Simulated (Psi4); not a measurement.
# CH2F (SMILES [CH2]F): UB3LYP/6-31G(d) (spherical functions)

What is the energy change on altering one bond length of CH2F at UB3LYP/6-31G* (spherical functions)? The job is set up through a QCSchema input.

Program for the calculation: Psi4 1.11.

2 further runs of the same task are left out: 2 that didn't finish.

## (1) The molecule

CH2F has 4 atoms, charge 0, and is taken as a doublet. As SMILES, `[CH2]F`. The shape is that of a PBE0-D4/def2-TZVP optimisation.

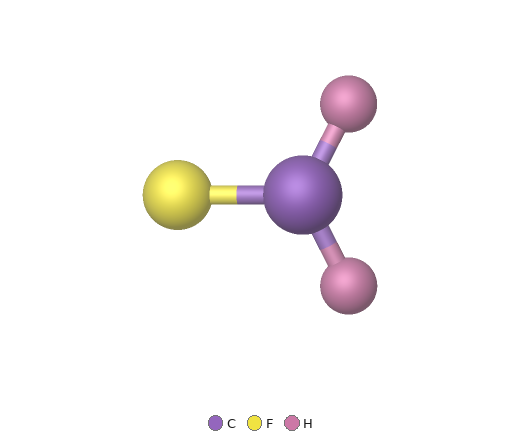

Viewed from a chosen angle; carbon purple, fluorine yellow, hydrogen pink.

## (2) Energy and gradient at UB3LYP/6-31G(d) (spherical functions)

job.json

```json
{
 "schema_name": "qcschema_input",
 "schema_version": 1,
 "molecule": {
  "schema_name": "qcschema_molecule",
  "schema_version": 2,
  "symbols": ["C", "F", "H", "H"],
  "geometry": [-0.05688076, -0.10884822, -0.24774309, 1.79523982, 1.31146993, 0.68899415, -1.78938167, 0.89251765, -0.66612846, 0.05102261, -2.09513935, 0.22487741],
  "molecular_charge": 0,
  "molecular_multiplicity": 2,
  "fix_symmetry": "c1",
  "fix_com": true,
  "fix_orientation": true
 },
 "driver": "gradient",
 "model": {
  "method": "b3lyp",
  "basis": "6-31G*"
 },
 "keywords": {
  "reference": "uks",
  "puream": true,
  "e_convergence": 1e-09,
  "d_convergence": 1e-08,
  "scf_type": "pk",
  "dft_radial_points": 99,
  "dft_spherical_points": 590,
  "maxiter": 200
 }
}
```

Launch:

```console
$ psi4 --qcschema job.json -n 1 --memory 1600MB
```

stdout, shortened:

```text
[...]
  Running in c1 symmetry.
[...]
  Nuclear repulsion =   32.286144646998451
[...]
  Multiplicity = 2
[...]
  Nalpha       = 9
  Nbeta        = 8
[...]
    Number of basis functions: 32
[...]
   @UKS iter   1:  -139.01669859257845   -3.23060e-01   9.26664e-03 DIIS/ADIIS
[...]
   @UKS iter  11:  -139.06208532639533   -3.69482e-13   4.37362e-09 DIIS
[...]
   @S^2 Observed:                7.531699613E-01
[...]
    Orbital Energies [Eh]
    ---------------------
    Alpha Occupied:
       1A    -24.701639     2A    -10.255198     3A     -1.222141
       4A     -0.683512     5A     -0.507665     6A     -0.505362
       7A     -0.464098     8A     -0.362173     9A     -0.205875
    Alpha Virtual:
      10A      0.113300    11A      0.148227    12A      0.184842
      13A      0.508233    14A      0.528687    15A      0.618967
      16A      0.639365    17A      0.863694    18A      0.907430
      19A      1.207101    20A      1.209717    21A      1.324118
      22A      1.501107    23A      1.534034    24A      1.726855
      25A      1.808002    26A      1.853044    27A      1.990480
[...]
  @UKS Final Energy:  -139.06208532639533
   => Energetics <=
    Nuclear Repulsion Energy =             32.2861446469984514
    One-Electron Energy =                -255.5663402133880027
    Two-Electron Energy =                  97.6508450581596321
    DFT Exchange-Correlation Energy =     -13.4327348181654251
    Empirical Dispersion Energy =           0.0000000000000000
    VV10 Nonlocal Energy =                  0.0000000000000000
    Total Energy =                       -139.0620853263953336
[...]
 Multipole Moments:
 ------------------------------------------------------------------------------------
     Multipole            Electronic (a.u.)      Nuclear  (a.u.)        Total (a.u.)
 ------------------------------------------------------------------------------------
 L = 1.  Multiply by 2.5417464519 to convert [e a0] to [Debye]
 Dipole X            :        -14.4701132           14.0775148           -0.3925985
 Dipole Y            :        -10.2024740            9.9475183           -0.2549556
 Dipole Z            :         -4.3172711            4.2732378           -0.0440333
 Magnitude           :                                                    0.4701860
[...]
  -Total Gradient:
     Atom            X                  Y                   Z
    ------   -----------------  -----------------  -----------------
       1        0.003649387195     0.003601428514     0.004193952608
       2       -0.007389125296    -0.005700101550    -0.003844891088
       3        0.002367925662     0.000280665449     0.000056954653
       4        0.001371308935     0.001817700791    -0.000406008565
[...]
```

The result, in JSON:

```text
{
 "driver": "gradient",
 "model": {
  "method": "b3lyp",
  "basis": "6-31G*"
 },
 "success": true,
 "return_result": [0.0036493871954195803, 0.0036014285135650137, 0.0041939526077577755, -0.007389125296180993, -0.0057001015495163065, -0.003844891087738639, 0.002367925661958925, 0.00028066544918343983, 5.6954653143898026e-05, 0.0013713089353968658, 0.0018177007910619158, -0.00040600856483322123],
 "properties": {
  "calcinfo_nbasis": 32,
  "calcinfo_nmo": 32,
  "calcinfo_nalpha": 9,
  "calcinfo_nbeta": 8,
  "calcinfo_natom": 4,
  "nuclear_repulsion_energy": 32.28614464699845,
  "return_energy": -139.06208532639533,
  "return_gradient": [0.0036493871954195803, 0.0036014285135650137, 0.0041939526077577755, -0.007389125296180993, -0.0057001015495163065, -0.003844891087738639, 0.002367925661958925, 0.00028066544918343983, 5.6954653143898026e-05, 0.0013713089353968658, 0.0018177007910619158, -0.00040600856483322123],
  "scf_one_electron_energy": -255.566340213388,
  "scf_two_electron_energy": 97.65084505815963,
  "scf_xc_energy": -13.432734818165425,
  "scf_dipole_moment": [-0.3925984844232655, -0.2549556442772509, -0.04403330681958462],
  "scf_total_energy": -139.06208532639533,
  "scf_total_gradient": [0.0036493871954195803, 0.0036014285135650137, 0.0041939526077577755, -0.007389125296180993, -0.0057001015495163065, -0.003844891087738639, 0.002367925661958925, 0.00028066544918343983, 5.6954653143898026e-05, 0.0013713089353968658, 0.0018177007910619158, -0.00040600856483322123],
  "scf_iterations": 11
 }
}
```

Wall time 14 s (1 thread of AMD EPYC 7R43 (Zen 3), shared host); peak memory 0.42 GiB.

## (3) The distorted shape at the same level

input.json

```json
{
 "schema_name": "qcschema_input",
 "schema_version": 1,
 "molecule": {
  "schema_name": "qcschema_molecule",
  "schema_version": 2,
  "symbols": ["C", "F", "H", "H"],
  "geometry": [-0.14320156, 1.48015822, -0.62583383, 1.70891902, 2.90047638, 0.31090341, -1.87570247, 2.4815241, -1.04421919, 0.05102261, -2.09513935, 0.22487741],
  "molecular_charge": 0,
  "molecular_multiplicity": 2,
  "fix_symmetry": "c1",
  "fix_com": true,
  "fix_orientation": true
 },
 "driver": "gradient",
 "model": {
  "method": "b3lyp",
  "basis": "6-31G*"
 },
 "keywords": {
  "reference": "uks",
  "puream": true,
  "e_convergence": 1e-09,
  "d_convergence": 1e-08,
  "scf_type": "pk",
  "dft_radial_points": 99,
  "dft_spherical_points": 590,
  "maxiter": 200
 }
}
```

Launch:

```console
$ psi4 --qcschema input.json -n 1 --memory 1600MB
```

stdout, shortened:

```text
[...]
  Running in c1 symmetry.
[...]
  Nuclear repulsion =   30.275949179682961
[...]
  Multiplicity = 2
[...]
  Nalpha       = 9
  Nbeta        = 8
[...]
    Number of basis functions: 32
[...]
   @UKS iter   1:  -138.86347707436016   -3.69409e-01   9.93524e-03 ADIIS/DIIS
[...]
   @UKS iter  17:  -138.93379869932824   -1.05445e-11   9.57638e-09 DIIS
[...]
   @S^2 Observed:                7.860529027E-01
[...]
  @UKS Final Energy:  -138.93379869932824
   => Energetics <=
    Nuclear Repulsion Energy =             30.2759491796829607
    One-Electron Energy =                -251.2312166508694986
    Two-Electron Energy =                  95.3091940799653798
    DFT Exchange-Correlation Energy =     -13.2877253081070563
    Empirical Dispersion Energy =           0.0000000000000000
    VV10 Nonlocal Energy =                  0.0000000000000000
    Total Energy =                       -138.9337986993282357
[...]
 Multipole Moments:
 ------------------------------------------------------------------------------------
     Multipole            Electronic (a.u.)      Nuclear  (a.u.)        Total (a.u.)
 ------------------------------------------------------------------------------------
 L = 1.  Multiply by 2.5417464519 to convert [e a0] to [Debye]
 Dipole X            :        -13.0936787           12.6963820           -0.3972968
 Dipole Y            :        -35.2115709           35.3716215            0.1600506
 Dipole Z            :          1.6997134           -1.7762141           -0.0765007
 Magnitude           :                                                    0.4351014
[...]
  -Total Gradient:
     Atom            X                  Y                   Z
    ------   -----------------  -----------------  -----------------
       1       -0.029035784405     0.057627965180    -0.003690436527
       2        0.010502962066     0.010477582814    -0.001534222771
       3        0.011105415634     0.003464332215    -0.006920506456
       4        0.007424892019    -0.071565282681     0.012142919681
[...]
```

The result, in JSON:

```text
{
 "driver": "gradient",
 "model": {
  "method": "b3lyp",
  "basis": "6-31G*"
 },
 "success": true,
 "return_result": [-0.02903578440498724, 0.05762796518000374, -0.003690436526803134, 0.010502962066252647, 0.010477582813819969, -0.0015342227713580209, 0.01110541563373621, 0.003464332215081675, -0.006920506456348757, 0.007424892019413107, -0.07156528268062207, 0.012142919681383424],
 "properties": {
  "calcinfo_nbasis": 32,
  "calcinfo_nmo": 32,
  "calcinfo_nalpha": 9,
  "calcinfo_nbeta": 8,
  "calcinfo_natom": 4,
  "nuclear_repulsion_energy": 30.27594917968296,
  "return_energy": -138.93379869932824,
  "return_gradient": [-0.02903578440498724, 0.05762796518000374, -0.003690436526803134, 0.010502962066252647, 0.010477582813819969, -0.0015342227713580209, 0.01110541563373621, 0.003464332215081675, -0.006920506456348757, 0.007424892019413107, -0.07156528268062207, 0.012142919681383424],
  "scf_one_electron_energy": -251.2312166508695,
  "scf_two_electron_energy": 95.30919407996538,
  "scf_xc_energy": -13.287725308107056,
  "scf_dipole_moment": [-0.3972967645220926, 0.16005055189746997, -0.07650070992824043],
  "scf_total_energy": -138.93379869932824,
  "scf_total_gradient": [-0.02903578440498724, 0.05762796518000374, -0.003690436526803134, 0.010502962066252647, 0.010477582813819969, -0.0015342227713580209, 0.01110541563373621, 0.003464332215081675, -0.006920506456348757, 0.007424892019413107, -0.07156528268062207, 0.012142919681383424],
  "scf_iterations": 17
 }
}
```

Run time: 26 s. Hardware: 1 thread of AMD EPYC 7R43 (Zen 3), shared host; peak memory 0.41 GiB.

## (4) Results

Level: UB3LYP/6-31G* (spherical functions).

| quantity | value |
| --- | --- |
| first shape: total energy | -139.06209 Eh |
| first shape: dipole moment | 1.20 D |
| first shape: HOMO energy (highest over α and β) | -5.60 eV |
| first shape: LUMO energy (lowest over α and β) | -1.06 eV |
| first shape: ⟨S²⟩ | 0.753 |
| first shape: largest force on an atom | 0.519 eV/Å |
| distorted shape: total energy | -138.93380 Eh |
| distorted shape: dipole moment | 1.11 D |
| distorted shape: HOMO energy (highest over α and β) | -5.96 eV |
| distorted shape: LUMO energy (lowest over α and β) | -2.25 eV |
| distorted shape: ⟨S²⟩ | 0.786 |
| distorted shape: largest force on an atom | 3.752 eV/Å |
| energy change with the C1–H4 bond stretched from 1.082 to 1.948 Å | 3.491 eV |

**Reading.** With the C1–H4 bond stretched from 1.082 to 1.948 Å the energy rises by 3.49 eV (337 kJ/mol). The first shape isn't relaxed at this level, so the change isn't measured from a minimum. The largest force (first shape) is 0.52 eV/Å: the shape isn't a stationary point for this species at this level.
